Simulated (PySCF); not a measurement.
## Electronic structure of C5H13B in real space

| atom | x (Å) | y (Å) | z (Å) |
| --- | --- | --- | --- |
| C | 2.5709 | 0.9165 | -0.8218 |
| B | 2.1445 | -0.5870 | -0.6680 |
| C | 0.7060 | -1.0437 | -0.2154 |
| C | -0.3184 | 0.0374 | 0.1338 |
| C | -1.6713 | -0.5550 | 0.5240 |
| C | -2.6894 | 0.5261 | 0.8665 |
| H | 1.9543 | 1.6247 | -0.2754 |
| H | 3.6108 | 1.0888 | -0.5516 |
| H | 2.4916 | 1.1797 | -1.8781 |
| H | 2.9202 | -1.4271 | -0.9392 |
| H | 0.8089 | -1.7171 | 0.6430 |
| H | 0.2872 | -1.6768 | -1.0062 |
| H | 0.0556 | 0.6399 | 0.9646 |
| H | -0.4544 | 0.7006 | -0.7231 |
| H | -2.0521 | -1.1608 | -0.3022 |
| H | -1.5425 | -1.2157 | 1.3851 |
| H | -2.8536 | 1.1794 | 0.0119 |
| H | -2.3358 | 1.1342 | 1.6968 |
| H | -3.6423 | 0.0830 | 1.1478 |

Geometry: GFN2-xTB.

Level of theory: wB97X-D/def2-SVPD, SCF density, gas phase in PySCF.

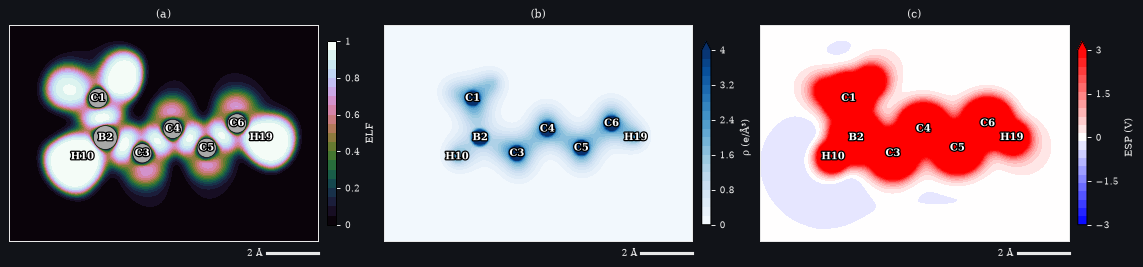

Figure 1. (a) electron localisation function; (b) total electron density; (c) molecular electrostatic potential on the plane of atoms C5, C6 and H19. Grey discs cover the atomic cores in the ELF map.

Read the bonding off the picture.

Answer. Atoms in the plane: C, B and H. C–C (1.52 Å): ρ at the midpoint is about 1.6 e/Å³; the ELF peaks at about 0.95 between the atoms: a covalent bond. C–B (1.57 Å): the density is about 1.4 e/Å³ at the midpoint; the ELF peaks at about 1 between the atoms; a shared electron pair. C–H (1.09 Å): the density is about 1.9 e/Å³ at the midpoint; the ELF climbs to about 1 towards the hydrogen, as it does in any bond to H: an ordinary covalent bond to hydrogen. B–H (1.18 Å): ρ at the midpoint is about 1.3 e/Å³; the ELF climbs to about 1 towards the hydrogen (a covalent bond by its length). Outside the dense part of the molecule the potential is most negative (−0.4 V) near H10.

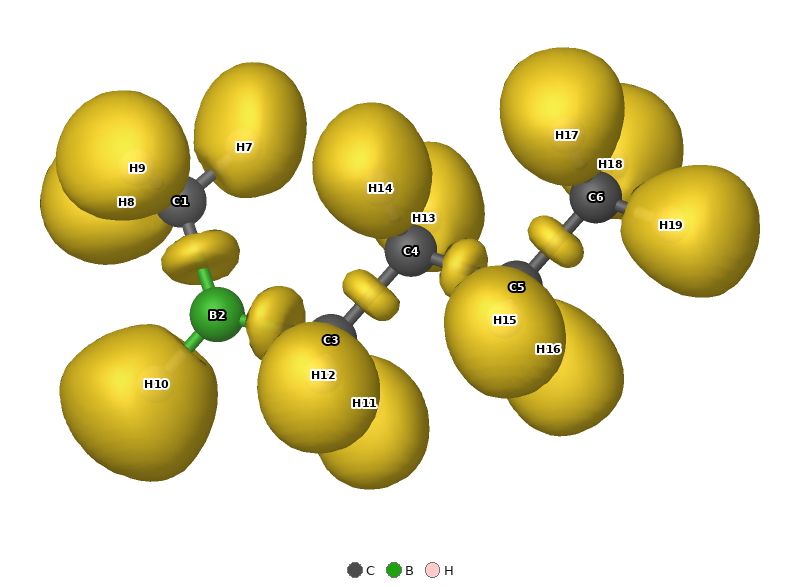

Figure 2. Isosurface of the electron localisation function at 0.85 (yellow), seen at a tilt. Only the valence region is drawn (cores and ρ < 0.01 e/Å³ removed).

Identify the bonds, lone pairs and shells in this picture.

Answer. The ELF exceeds this value in two regions between bonded B–C atoms (shared pairs), three regions between bonded C–C atoms (shared pairs) and 13 regions around hydrogen nuclei.

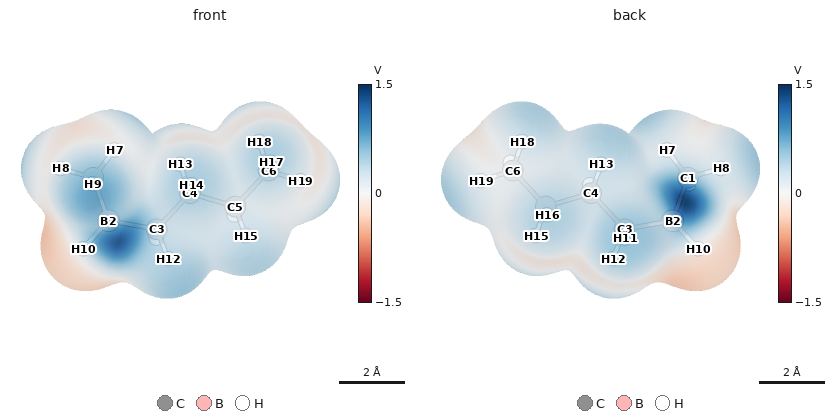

Figure 3. The electrostatic potential painted on the density surface at 0.002 e/bohr³, seen from the front and from behind; the colour scale runs from red (negative) to blue (positive).

Describe the electrostatic potential map.

Answer. The most negative region (about −0.4 V, or −9 kcal/mol for a unit charge) lies over H10, the most positive (about +1.3 V, or +30 kcal/mol for a unit charge) over B2.

What dipole moment does the calculation give?

Answer. Its dipole moment is 0.31 D.
